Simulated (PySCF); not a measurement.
## Single-point calculation, with input and output: AlH$_{2}$O

AlH$_{2}$O, multiplicity 2, SMILES [O][AlH2], computed with B2PLYP/def2-TZVPP, UKS (PySCF 2.14.0).

The geometry was optimised with PBE0-D4/def2-TZVP.

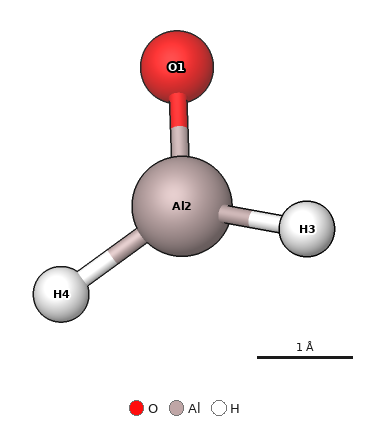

The input geometry (ball-and-stick view, seen at a tilt; atoms are numbered from 1 in the order of the input). Sticks mark near contacts.

## Summary

| quantity | value |
| --- | --- |
| outcome | converged |
| total energy | −318.674928 hartree |
| SCF energy | −318.586786 hartree |
| basis functions | 101 |
| ⟨S²⟩ | 0.755 |
| dipole moment | 1.67 D |
| hardware | 1 thread of Arm Neoverse V2, 24 GiB of memory available, shared host |
| wall time | 24 s |
| peak memory | 0.5 GiB |

## The input (job.py)
```python
# [O][AlH2]
from pyscf import gto, dft, mp

mol = gto.Mole()
mol.atom = 'start.xyz'
mol.max_memory = 1860
mol.basis = 'def2-tzvpp'
mol.verbose = 3
mol.spin = 1
mol.build()

calc0 = dft.UKS(mol, xc='0.53*HF + 0.47*B88, 0.73*LYP')
calc0.conv_tol = 1e-10
calc0.grids.level = 5
calc0.kernel()
if not calc0.converged:
    calc0 = calc0.newton().run(calc0.mo_coeff, calc0.mo_occ)

pt = mp.MP2(calc0, frozen=6).run()
energy = calc0.e_tot + 0.27 * pt.e_corr
print('PT2 part  %.8f' % (0.27 * pt.e_corr))
print(f'total energy: {energy:.8f} hartree')
```

## File start.xyz
```
4
AlH2O
O      0.050238    -0.823209     1.418469
Al     0.010210     0.035788    -0.079629
H     -1.137654    -0.378198    -1.081057
H      1.128876     1.133160    -0.269652
```

Run as:
```bash
OMP_NUM_THREADS=1 python job.py
```

## Log
```
WARN: HOMO -0.327253233744706 >= LUMO -0.32725323374472

converged SCF energy = -318.586785536908  <S^2> = 0.75543418  2S+1 = 2.0054268
E(UMP2) = -318.913240695727  E_corr = -0.326455158818728
E(SCS-UMP2) = -318.920447626976  E_corr = -0.333662090067935
PT2 part  -0.08814289
total energy: -318.67492843 hartree
```
